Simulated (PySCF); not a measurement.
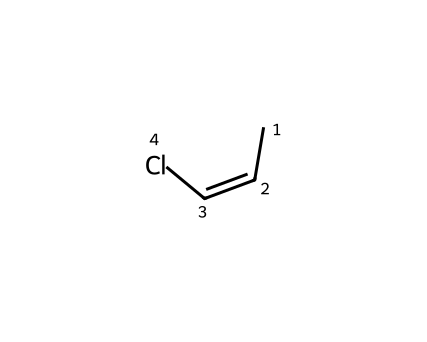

A structural formula, with wedges where it has stereocentres; small numbers name the atoms. The configuration is that of a computed structure (PBE0-D3(BJ)/def2-SVP).

Give the R/S and E/Z labels.

Answer. C2=C3: Z.
